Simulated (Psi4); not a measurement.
# Frequency calculation, with input and output: O₂ (part 1 of 3)

O₂, multiplicity 3, computed with B3LYP/6-31G**, UKS, dispersion D3(BJ) (Psi4 1.11).

The geometry was optimised with B3LYP/6-31G**.

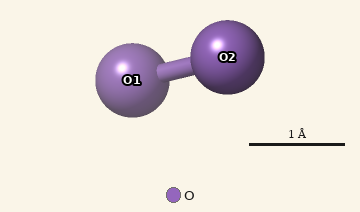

*The input geometry (ball-and-stick view, seen at a tilt; atoms are numbered from 1 in the order of the input).*

Bond lengths as drawn: O–O 1.21 Å.

The input (job.dat)
```
memory 1600 MB

molecule m {
  0 3
  O      0.523125    -0.181981     0.270098
  O     -0.566057     0.153797    -0.149368
}

set {
  basis                      6-31G**
  reference                  uks
  t                          298.15
  rotational_symmetry_number 2
}

energy_value, wavefunction = frequencies('b3lyp-d3bj', return_wfn=True)
```

Hardware: 1 thread of Intel Xeon @ 2.50GHz (Skylake/Cascade Lake), 12 GiB of memory available, shared host.

Command:
```bash
psi4 -n 1 job.dat job.out
```

What the program printed
```
Psi4 1.11 release

         ----------------------------------------------------------
                                   FINDIF
         ----------------------------------------------------------

  Using finite-differences of gradients to determine vibrational frequencies and
  normal modes. Resulting frequencies are only valid at stationary points.
    Generating geometries for use with 3-point formula.
    Displacement size will be 5.00e-03.
    Number of atoms is 2.
    Number of irreps is 8.
    Number of SALCs is 3.
    Translations projected? 1. Rotations projected? 0.
    Index of SALCs per irrep:
      1 :  0
      2 :  1
      3 :  2
      4 :
      5 :
      6 :
      7 :
      8 :
    Number of SALCs per irrep:
      Irrep 1: 1
      Irrep 2: 1
      Irrep 3: 1
      Irrep 4: 0
      Irrep 5: 0
      Irrep 6: 0
      Irrep 7: 0
      Irrep 8: 0
    Number of geometries (including reference) is 5.
    Number of displacements per irrep:
      Irrep 1: 2
      Irrep 2: 1
      Irrep 3: 1
      Irrep 4: 0
      Irrep 5: 0
      Irrep 6: 0
      Irrep 7: 0
      Irrep 8: 0
 5 displacements needed ...

  //>>>>>>>>>>>>>>>>>>>>>>>>>>>>>>>>>>>//
  //    FiniteDifference Computations  //
  //<<<<<<<<<<<<<<<<<<<<<<<<<<<<<<<<<<<//

    -----------------------------------------------------------------------
                               Psi4 1.11 release

    h
    h
    h

    -----------------------------------------------------------------------

    Memory:     1.5 GiB
    Threads:    1
                ecpint, einsums, f̶o̶r̶t̶e̶, gauxc, gcp, g̶d̶m̶a̶, geometric, g̶p̶u̶_̶d̶f̶c̶c̶,
                i̶n̶t̶e̶g̶r̶a̶t̶o̶r̶x̶x̶, i̶p̶i̶, libefp, m̶d̶i̶, m̶p̶2̶d̶, m̶r̶c̶c̶, ooo,
                o̶p̶e̶n̶f̶e̶r̶m̶i̶o̶n̶p̶s̶i̶4̶, pcmsolver, p̶s̶i̶4̶f̶o̶c̶k̶c̶i̶, p̶s̶i̶x̶a̶s̶,
                p̶y̶e̶i̶n̶s̶u̶m̶s̶, r̶e̶s̶p̶, s̶i̶m̶i̶n̶t̶, s̶n̶s̶m̶p̶2̶,
                v̶2̶r̶d̶m̶_̶c̶a̶s̶s̶c̶f̶

gradient() will perform analytic gradient computation.

   => Loading Basis Set <=

    Name: 6-31G**
    Role: ORBITAL
    Keyword: BASIS

   => B3LYP-D3(BJ): Empirical Dispersion <=

        s6 =       1.000000
        s8 =       1.988900
        a1 =       0.398100
        a2 =       4.421100

         ---------------------------------------------------------
                                   SCF
                              UKS Reference
                        1 Threads,   1525 MiB Core
         ---------------------------------------------------------

  ==> Geometry <==

    Molecular point group: d2h
    Full point group: D_inf_h

    Geometry (in Bohr), charge = 0, multiplicity = 3:

       Center              X                  Y                   Z               Mass
    ------------   -----------------  -----------------  -----------------  -----------------
         O            1.147538434000     0.000000000000     0.000000000000    15.994914619570
         O           -1.147538434000    -0.000000000000     0.000000000000    15.994914619570

  Running in d2h symmetry.

  Rotational constants: A = ************  B =      1.42905  C =      1.42905 [cm^-1]
  Rotational constants: A = ************  B =  42841.88112  C =  42841.88112 [MHz]
  Nuclear repulsion =   27.885776242335314

  Charge       = 0
  Multiplicity = 3
  Electrons    = 16
  Nalpha       = 9
  Nbeta        = 7

  ==> Algorithm <==

  SCF Algorithm Type is DF.
  DIIS enabled.
  MOM disabled.
  Fractional occupation disabled.
  Guess Type is SAD.
  Energy threshold   = 1.00e-08
  Density threshold  = 1.00e-08
  Integral threshold = 1.00e-12

  ==> Primary Basis <==

  Basis Set: 6-31G**
    Blend: 6-31G**
    Number of shells: 12
    Number of basis functions: 30
    Number of Cartesian functions: 30
    Spherical Harmonics?: false
    Max angular momentum: 2

  ==> DFT Potential <==

   => LibXC <=

    Version 7.1.2

   => Composite Functional: B3LYP-D3BJ2B <=

    B3LYP-d3bj2b Hyb-GGA Exchange-Correlation Functional

    Deriv               =              1
    GGA                 =           TRUE
    Meta                =          FALSE

    Exchange Hybrid     =           TRUE
    MP2 Hybrid          =          FALSE

   => Exchange Functionals <=

    0.0800   Slater exchange
    0.7200         Becke 88

   => Exact (HF) Exchange <=

    0.2000               HF

   => Correlation Functionals <=

    0.1900   Vosko, Wilk & Nusair (VWN5_RPA)
    0.8100   Lee, Yang & Parr

   => LibXC Density Thresholds  <==

    XC_HYB_GGA_XC_B3LYP:  1.00E-15

   => Molecular Quadrature <=

    Radial Scheme          =       TREUTLER
    Pruning Scheme         =           NONE
    Nuclear Scheme         =       TREUTLER

    Blocking Scheme        =         OCTREE
    BS radius alpha        =              1
    Pruning alpha          =              1
    Radial Points          =             75
    Spherical Points       =            302
    Total Points           =          41814
    Total Blocks           =            380
    Max Points             =            251
    Max Functions          =             30
    Weights Tolerance      =       1.00E-15

   => Loading Basis Set <=

    Name: (6-31G** AUX)
    Role: JKFIT
    Keyword: DF_BASIS_SCF

  ==> Integral Setup <==

  DFHelper Memory: AOs need 0.001 GiB; user supplied 1.082 GiB.
  SCF_SUBTYPE=INCORE selected. In-core MEM_DF algorithm will be used.
  Using in-core AOs.

  ==> MemDFJK: Density-Fitted J/K Matrices <==

    J tasked:                   Yes
    K tasked:                   Yes
    wK tasked:                   No
    Memory [MiB]:              1108
    Algorithm:                 Core
    Schwarz Cutoff:           1E-12
    Mask sparsity (%):       0.0000
    Fitting Condition:        1E-10

   => Auxiliary Basis Set <=

  Basis Set: (6-31G** AUX)
    Blend: CC-PVDZ-JKFIT
    Number of shells: 48
    Number of basis functions: 162
    Number of Cartesian functions: 162
    Spherical Harmonics?: false
    Max angular momentum: 3

  Cached 100.0% of DFT collocation blocks in 0.035 [GiB].

  Minimum eigenvalue in the overlap matrix is 1.2358299624E-02.
  Reciprocal condition number of the overlap matrix is 3.1496285942E-03.
    Using symmetric orthogonalization.

  ==> Pre-Iterations <==

  SCF Guess: Superposition of Atomic Densities via on-the-fly atomic UHF (no occupation information).

   -------------------------
    Irrep   Nso     Nmo
   -------------------------
     Ag         8       8
     B1g        3       3
     B2g        3       3
     B3g        1       1
     Au         1       1
     B1u        3       3
     B2u        3       3
     B3u        8       8
   -------------------------
    Total      30      30
   -------------------------

  ==> Iterations <==

                           Total Energy        Delta E     RMS |[F,P]|

   @DF-UKS iter SAD:  -149.93544467534772   -1.49935e+02   0.00000e+00
   @DF-UKS iter   1:  -150.30475833441622   -3.69314e-01   1.49452e-02 ADIIS/DIIS
   @DF-UKS iter   2:  -150.31707957145625   -1.23212e-02   7.38694e-03 ADIIS/DIIS
   @DF-UKS iter   3:  -150.32027177135217   -3.19220e-03   1.51528e-03 ADIIS/DIIS
   @DF-UKS iter   4:  -150.32041991570179   -1.48144e-04   4.08085e-04 ADIIS/DIIS
   @DF-UKS iter   5:  -150.32043238688894   -1.24712e-05   1.57408e-05 DIIS
   @DF-UKS iter   6:  -150.32043241526239   -2.83734e-08   5.57844e-07 DIIS
   @DF-UKS iter   7:  -150.32043241529166   -2.92744e-11   4.36264e-08 DIIS
   @DF-UKS iter   8:  -150.32043241529183   -1.70530e-13   4.43514e-09 DIIS
  Energy and wave function converged.

  ==> Post-Iterations <==

   Electrons on quadrature grid:
      Nalpha   =    8.9999997199 ; deviation = -2.801e-07
      Nbeta    =    6.9999999890 ; deviation = -1.098e-08
      Ntotal   =   15.9999997089 ; deviation = -2.911e-07

   @Spin Contamination Metric:   6.604138274E-03
   @S^2 Expected:                2.000000000E+00
   @S^2 Observed:                2.006604138E+00
   @S   Expected:                1.000000000E+00
   @S   Observed:                1.000000000E+00

    Orbital Energies [Eh]
    ---------------------

    Alpha Occupied:

       1Ag   -19.312279     1B3u  -19.312104     2Ag    -1.301896
       2B3u   -0.837973     1B2u   -0.559398     1B1u   -0.559398
       3Ag    -0.547438     1B2g   -0.308154     1B1g   -0.308154

    Alpha Virtual:

       3B3u    0.196537     4Ag     0.669531     4B3u    0.708669
       2B2u    0.776752     2B1u    0.776752     5Ag     0.856390
       2B1g    0.895712     2B2g    0.895712     5B3u    1.273887
       3B2u    1.486931     3B1u    1.486931     6Ag     1.513728
       1B3g    1.513729     1Au     1.893189     6B3u    1.893189
       7Ag     2.398339     3B1g    2.536094     3B2g    2.536094
       7B3u    2.795473     8Ag     3.154132     8B3u    3.487444

    Beta Occupied:

       1Ag   -19.282959     1B3u  -19.282660     2Ag    -1.243986
       2B3u   -0.749308     3Ag    -0.507780     1B2u   -0.456943
       1B1u   -0.456943

    Beta Virtual:

       1B2g   -0.112776     1B1g   -0.112776     3B3u    0.240750
       4Ag     0.688289     4B3u    0.726469     2B2u    0.832438
       2B1u    0.832438     5Ag     0.868244     2B1g    0.953654
       2B2g    0.953654     5B3u    1.301290     3B2u    1.520233
       3B1u    1.520233     6Ag     1.569443     1B3g    1.569443
       6B3u    1.964627     1Au     1.964627     7Ag     2.434471
       3B1g    2.578056     3B2g    2.578056     7B3u    2.820627
       8Ag     3.198281     8B3u    3.531969

    Final Occupation by Irrep:
             Ag   B1g   B2g   B3g    Au   B1u   B2u   B3u
    DOCC [     3,    0,    0,    0,    0,    1,    1,    2 ]
    SOCC [     0,    1,    1,    0,    0,    0,    0,    0 ]
    NA   [     3,    1,    1,    0,    0,    1,    1,    2 ]
    NB   [     3,    0,    0,    0,    0,    1,    1,    2 ]

  @DF-UKS Final Energy:  -150.32043241529183

   => Energetics <=

    Nuclear Repulsion Energy =             27.8857762423353144
    One-Electron Energy =                -261.5038289203454269
    Two-Electron Energy =                  97.0558061573304371
    DFT Exchange-Correlation Energy =     -13.7577303966855524
    Empirical Dispersion Energy =          -0.0004554979266034
    VV10 Nonlocal Energy =                  0.0000000000000000
    Total Energy =                       -150.3204324152918332

  UHF NO Occupations:
  HONO-2 :    1B1u 1.9988114
  HONO-1 :    1B1g 1.0000000
  HONO-0 :    1B2g 1.0000000
  LUNO+0 :    2B2u 0.0011886
  LUNO+1 :    2B1u 0.0011886
  LUNO+2 :    3B3u 0.0006534
  LUNO+3 :    4 Ag 0.0002431

Computation Completed

Properties will be evaluated at   0.000000,   0.000000,   0.000000 [a0]

Properties computed using the SCF density matrix

 Multipole Moments:

 ------------------------------------------------------------------------------------
     Multipole            Electronic (a.u.)      Nuclear  (a.u.)        Total (a.u.)
 ------------------------------------------------------------------------------------

 L = 1.  Multiply by 2.5417464519 to convert [e a0] to [Debye]
 Dipole X            :          0.0000000            0.0000000            0.0000000
 Dipole Y            :          0.0000000            0.0000000            0.0000000
 Dipole Z            :          0.0000000            0.0000000            0.0000000
 Magnitude           :                                                    0.0000000

 ------------------------------------------------------------------------------------

	total time  =          3 seconds =       0.05 minutes

         ------------------------------------------------------------
                                   SCF GRAD
         ------------------------------------------------------------

  ==> Geometry <==

    Molecular point group: d2h
    Full point group: D_inf_h

    Geometry (in Bohr), charge = 0, multiplicity = 3:

       Center              X                  Y                   Z               Mass
    ------------   -----------------  -----------------  -----------------  -----------------
         O            1.147538434000     0.000000000000     0.000000000000    15.994914619570
         O           -1.147538434000    -0.000000000000     0.000000000000    15.994914619570

  Nuclear repulsion =   27.885776242335314

  ==> Basis Set <==

  Basis Set: 6-31G**
    Blend: 6-31G**
    Number of shells: 12
    Number of basis functions: 30
    Number of Cartesian functions: 30
    Spherical Harmonics?: false
    Max angular momentum: 2

  ==> DFJKGrad: Density-Fitted SCF Gradients <==

    Gradient:                    1
    J tasked:                  Yes
    K tasked:                  Yes
    wK tasked:                  No
    Integrals threads:           1
    Memory [MiB]:             1144
    Schwarz Cutoff:          1E-12
    Fitting Condition:       1E-10

   => Auxiliary Basis Set <=

  Basis Set: (6-31G** AUX)
    Blend: CC-PVDZ-JKFIT
    Number of shells: 48
    Number of basis functions: 162
    Number of Cartesian functions: 162
    Spherical Harmonics?: false
    Max angular momentum: 3

   => Molecular Quadrature <=

    Radial Scheme          =       TREUTLER
    Pruning Scheme         =           NONE
    Nuclear Scheme         =       TREUTLER

    Blocking Scheme        =         OCTREE
    BS radius alpha        =              1
    Pruning alpha          =              1
    Radial Points          =             75
    Spherical Points       =            302
    Total Points           =          41814
    Total Blocks           =            380
    Max Points             =            251
    Max Functions          =             30
    Weights Tolerance      =       1.00E-15

  -Total Gradient:
     Atom            X                  Y                   Z
    ------   -----------------  -----------------  -----------------
       1       -0.000173204442    -0.000000000000     0.000000000000
       2        0.000173204442     0.000000000000     0.000000000000

	total time  =          1 seconds =       0.02 minutes

    Psi4 run time: 0:00:03.53

    -----------------------------------------------------------------------
                               Psi4 1.11 release

    h
    h
    h

    -----------------------------------------------------------------------

    Memory:     1.5 GiB
    Threads:    1
                ecpint, einsums, f̶o̶r̶t̶e̶, gauxc, gcp, g̶d̶m̶a̶, geometric, g̶p̶u̶_̶d̶f̶c̶c̶,
                i̶n̶t̶e̶g̶r̶a̶t̶o̶r̶x̶x̶, i̶p̶i̶, libefp, m̶d̶i̶, m̶p̶2̶d̶, m̶r̶c̶c̶, ooo,
                o̶p̶e̶n̶f̶e̶r̶m̶i̶o̶n̶p̶s̶i̶4̶, pcmsolver, p̶s̶i̶4̶f̶o̶c̶k̶c̶i̶, p̶s̶i̶x̶a̶s̶,
                p̶y̶e̶i̶n̶s̶u̶m̶s̶, r̶e̶s̶p̶, s̶i̶m̶i̶n̶t̶, s̶n̶s̶m̶p̶2̶,
                v̶2̶r̶d̶m̶_̶c̶a̶s̶s̶c̶f̶

gradient() will perform analytic gradient computation.

  ==> Geometry <==

    Molecular point group: d2h
    Full point group: D_inf_h

    Geometry (in Bohr), charge = 0, multiplicity = 3:

       Center              X                  Y                   Z               Mass
    ------------   -----------------  -----------------  -----------------  -----------------
         O            1.146654410025     0.000000000000     0.000000000000    15.994914619570
         O           -1.146654410025    -0.000000000000     0.000000000000    15.994914619570

  Running in d2h symmetry.

  Rotational constants: A = ************  B =      1.43126  C =      1.43126 [cm^-1]
  Rotational constants: A = ************  B =  42907.96529  C =  42907.96529 [MHz]
  Nuclear repulsion =   27.907275043148157
```
